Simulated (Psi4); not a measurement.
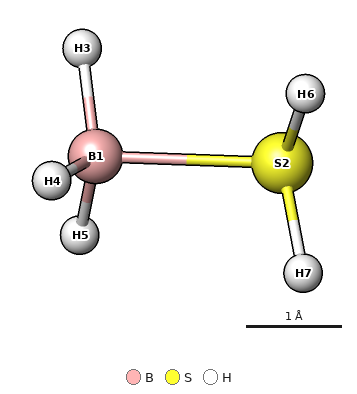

**Figure 1.** The structure as given in the input (ball-and-stick view, seen at a tilt; atoms are numbered from 1 in the order of the input).

**Run report: BH$_{5}$S, field calculation (part 1 of 2)**

System: BH$_{5}$S, SMILES [BH3-][SH2+].
Method: EDF2/jun-cc-pV(D+d)Z, UKS, in an applied electric field (Psi4 1.11).

The geometry comes from this level: PBE0-D4/def2-TZVP.

Output
```
Psi4 1.11 release

  //>>>>>>>>>>>>>>>>>>>>>>>>>>>>>>>>>>>//
  //       Guess SCF, 3-21G Basis      //
  //<<<<<<<<<<<<<<<<<<<<<<<<<<<<<<<<<<<//

   => Loading Basis Set <=

    Name: 3-21G
    Role: ORBITAL
    Keyword: BASIS

         ---------------------------------------------------------
                           SCF Castup computation
         ---------------------------------------------------------
                                   SCF
                              UKS Reference
                        1 Threads,   1525 MiB Core
         ---------------------------------------------------------

  ==> Geometry <==

    Molecular point group: c1
    Full point group: C1

    Geometry (in Bohr), charge = 0, multiplicity = 1:

       Center              X                  Y                   Z               Mass
    ------------   -----------------  -----------------  -----------------  -----------------
         B           -0.993240050000    -0.872108610000    -0.952988880000    11.009305360000
         S            1.074498270000     1.847396260000     0.549721330000    31.972071174400
         H           -3.067403450000     0.068786030000    -0.815416820000     1.007825032230
         H           -0.650821680000    -2.735567540000     0.301789260000     1.007825032230
         H           -0.142485350000    -0.911036960000    -3.069860090000     1.007825032230
         H            0.540461670000     1.707934470000     3.032821460000     1.007825032230
         H            3.355019760000     0.766283940000     0.867195320000     1.007825032230

  Running in c1 symmetry.

  Rotational constants: A =      1.83925  B =      0.27349  C =      0.26810 [cm^-1]
  Rotational constants: A =  55139.29840  B =   8199.07379  C =   8037.32646 [MHz]
  Nuclear repulsion =   54.806518093125931

  Charge       = 0
  Multiplicity = 1
  Electrons    = 26
  Nalpha       = 13
  Nbeta        = 13

  ==> Algorithm <==

  SCF Algorithm Type is DF.
  DIIS enabled.
  MOM disabled.
  Fractional occupation disabled.
  Guess Type is SAD.
  Energy threshold   = 1.00e-06
  Density threshold  = 1.00e-06
  Integral threshold = 1.00e-12

  ==> Primary Basis <==

  Basis Set: 3-21G
    Blend: 3-21G
    Number of shells: 22
    Number of basis functions: 32
    Number of Cartesian functions: 32
    Spherical Harmonics?: false
    Max angular momentum: 1

  ==> DFT Potential <==

   => LibXC <=

    Version 7.1.2

   => Composite Functional: EDF2 <=

    EDF2 Hyb-GGA Exchange-Correlation Functional

    Deriv               =              1
    GGA                 =           TRUE
    Meta                =          FALSE

    Exchange Hybrid     =           TRUE
    MP2 Hybrid          =          FALSE

   => Exchange Functionals <=

    0.2811   Slater exchange
    0.6227         Becke 88
    -0.0551         Becke 88

   => Exact (HF) Exchange <=

    0.1695               HF

   => Correlation Functionals <=

    0.3029   Vosko, Wilk & Nusair (VWN5)
    0.5998   Lee, Yang & Parr
    -0.0053   Lee, Yang & Parr

   => LibXC Density Thresholds  <==

    XC_HYB_GGA_XC_EDF2:  1.00E-15

   => Molecular Quadrature <=

    Radial Scheme          =       TREUTLER
    Pruning Scheme         =           NONE
    Nuclear Scheme         =       TREUTLER

    Blocking Scheme        =         OCTREE
    BS radius alpha        =              1
    Pruning alpha          =              1
    Radial Points          =             75
    Spherical Points       =            302
    Total Points           =         150933
    Total Blocks           =           1191
    Max Points             =            256
    Max Functions          =             32
    Weights Tolerance      =       1.00E-15

   => Loading Basis Set <=

    Name: (3-21G AUX)
    Role: JKFIT
    Keyword: DF_BASIS_SCF

  ==> Integral Setup <==

  DFHelper Memory: AOs need 0.004 GiB; user supplied 0.998 GiB.
  SCF_SUBTYPE=INCORE selected. In-core MEM_DF algorithm will be used.
  Using in-core AOs.

  ==> MemDFJK: Density-Fitted J/K Matrices <==

    J tasked:                   Yes
    K tasked:                   Yes
    wK tasked:                   No
    Memory [MiB]:              1021
    Algorithm:                 Core
    Schwarz Cutoff:           1E-12
    Mask sparsity (%):       0.1953
    Fitting Condition:        1E-10

   => Auxiliary Basis Set <=

  Basis Set: (3-21G AUX)
    Blend: DEF2-UNIVERSAL-JKFIT
    Number of shells: 93
    Number of basis functions: 344
    Number of Cartesian functions: 344
    Spherical Harmonics?: false
    Max angular momentum: 4

  Cached 100.0% of DFT collocation blocks in 0.120 [GiB].

  Perturbing V by 0.005000 mu(x).
    Using canonical orthogonalization.
  Minimum eigenvalue in the overlap matrix is 1.0784996616E-02.
  Reciprocal condition number of the overlap matrix is 2.6747286376E-03.

  ==> Pre-Iterations <==

  SCF Guess: Superposition of Atomic Densities via on-the-fly atomic UHF (no occupation information).

   -------------------------
    Irrep   Nso     Nmo
   -------------------------
     A         32      32
   -------------------------
    Total      32      32
   -------------------------

  ==> Iterations <==

                           Total Energy        Delta E     RMS |[F,P]|

   @DF-UKS iter SAD:  -423.56382285512751   -4.23564e+02   0.00000e+00
   @DF-UKS iter   1:  -423.71656854178104   -1.52746e-01   1.33564e-02 DIIS/ADIIS
   @DF-UKS iter   2:  -423.74190386999243   -2.53353e-02   1.16568e-02 DIIS/ADIIS
   @DF-UKS iter   3:  -423.85235844182938   -1.10455e-01   4.76141e-04 DIIS/ADIIS
   @DF-UKS iter   4:  -423.85248364854857   -1.25207e-04   3.05610e-04 DIIS/ADIIS
   @DF-UKS iter   5:  -423.85254767827894   -6.40297e-05   3.37513e-05 DIIS
   @DF-UKS iter   6:  -423.85254843500536   -7.56726e-07   3.43477e-06 DIIS
   @DF-UKS iter   7:  -423.85254844709226   -1.20869e-08   6.87648e-07 DIIS
  Energy and wave function converged.

  ==> Post-Iterations <==

   Electrons on quadrature grid:
      Nalpha   =   13.0000007250 ; deviation = 7.250e-07
      Nbeta    =   13.0000007250 ; deviation = 7.250e-07
      Ntotal   =   26.0000014499 ; deviation = 1.450e-06

   @Spin Contamination Metric:   2.664535259E-14
   @S^2 Expected:                0.000000000E+00
   @S^2 Observed:                2.664535259E-14
   @S   Expected:                0.000000000E+00
   @S   Observed:                0.000000000E+00

    Orbital Energies [Eh]
    ---------------------

    Alpha Occupied:

       1A    -88.212290     2A     -7.936318     3A     -6.615200
       4A     -5.919854     5A     -5.917005     6A     -5.909748
       7A     -0.831706     8A     -0.515028     9A     -0.510609
      10A     -0.404798    11A     -0.329954    12A     -0.290539
      13A     -0.284975

    Alpha Virtual:

      14A     -0.014281    15A      0.006425    16A      0.081528
      17A      0.195766    18A      0.211754    19A      0.243630
      20A      0.426653    21A      0.436242    22A      0.450808
      23A      0.471995    24A      0.481897    25A      0.495175
      26A      0.663495    27A      0.803092    28A      0.902374
      29A      1.048974    30A      1.171171    31A      1.176106
      32A      1.229812

    Beta Occupied:

       1A    -88.212290     2A     -7.936318     3A     -6.615200
       4A     -5.919854     5A     -5.917005     6A     -5.909748
       7A     -0.831706     8A     -0.515028     9A     -0.510609
      10A     -0.404798    11A     -0.329954    12A     -0.290539
      13A     -0.284975

    Beta Virtual:

      14A     -0.014281    15A      0.006425    16A      0.081528
      17A      0.195766    18A      0.211754    19A      0.243630
      20A      0.426653    21A      0.436242    22A      0.450808
      23A      0.471995    24A      0.481897    25A      0.495175
      26A      0.663495    27A      0.803092    28A      0.902374
      29A      1.048974    30A      1.171171    31A      1.176106
      32A      1.229812

    Final Occupation by Irrep:
              A
    DOCC [    13 ]
    SOCC [     0 ]
    NA   [    13 ]
    NB   [    13 ]

  @DF-UKS Final Energy:  -423.85254844709226

   => Energetics <=

    Nuclear Repulsion Energy =             54.8065180931259306
    One-Electron Energy =                -691.4431194998562660
    Two-Electron Energy =                 239.1172254776618331
    DFT Exchange-Correlation Energy =     -26.3331725180238685
    Empirical Dispersion Energy =           0.0000000000000000
    VV10 Nonlocal Energy =                  0.0000000000000000
    Total Energy =                       -423.8525484470923175

  UHF NO Occupations:
  HONO-2 :   11  A 2.0000000
  HONO-1 :   12  A 2.0000000
  HONO-0 :   13  A 2.0000000
  LUNO+0 :   14  A 0.0000000
  LUNO+1 :   15  A 0.0000000
  LUNO+2 :   16  A 0.0000000
  LUNO+3 :   17  A 0.0000000

Computation Completed

  //>>>>>>>>>>>>>>>>>>>>>>>>>>>>>>>>>>>//
  //                EDF2               //
  //<<<<<<<<<<<<<<<<<<<<<<<<<<<<<<<<<<<//

   => Loading Basis Set <=

    Name: JUN-CC-PV(D+D)Z
    Role: ORBITAL
    Keyword: BASIS

         ---------------------------------------------------------
                                   SCF
                              UKS Reference
                        1 Threads,   1525 MiB Core
         ---------------------------------------------------------

  ==> Geometry <==

    Molecular point group: c1
    Full point group: C1

    Geometry (in Bohr), charge = 0, multiplicity = 1:

       Center              X                  Y                   Z               Mass
    ------------   -----------------  -----------------  -----------------  -----------------
         B           -0.993240050000    -0.872108610000    -0.952988880000    11.009305360000
         S            1.074498270000     1.847396260000     0.549721330000    31.972071174400
         H           -3.067403450000     0.068786030000    -0.815416820000     1.007825032230
         H           -0.650821680000    -2.735567540000     0.301789260000     1.007825032230
         H           -0.142485350000    -0.911036960000    -3.069860090000     1.007825032230
         H            0.540461670000     1.707934470000     3.032821460000     1.007825032230
         H            3.355019760000     0.766283940000     0.867195320000     1.007825032230

  Running in c1 symmetry.

  Rotational constants: A =      1.83925  B =      0.27349  C =      0.26810 [cm^-1]
  Rotational constants: A =  55139.29840  B =   8199.07379  C =   8037.32646 [MHz]
  Nuclear repulsion =   54.806518093125931

  Charge       = 0
  Multiplicity = 1
  Electrons    = 26
  Nalpha       = 13
  Nbeta        = 13

  ==> Algorithm <==

  SCF Algorithm Type is DISK_DF.
  DIIS enabled.
  MOM disabled.
  Fractional occupation disabled.
  Guess Type is SAD.
  Energy threshold   = 1.00e-06
  Density threshold  = 1.00e-06
  Integral threshold = 1.00e-12

  ==> Primary Basis <==

  Basis Set: JUN-CC-PV(D+D)Z
    Blend: JUN-CC-PV(D+D)Z
    Number of shells: 34
    Number of basis functions: 70
    Number of Cartesian functions: 73
    Spherical Harmonics?: true
    Max angular momentum: 2

  ==> DFT Potential <==

   => LibXC <=

    Version 7.1.2

   => Composite Functional: EDF2 <=

    EDF2 Hyb-GGA Exchange-Correlation Functional

    Deriv               =              1
    GGA                 =           TRUE
    Meta                =          FALSE
```
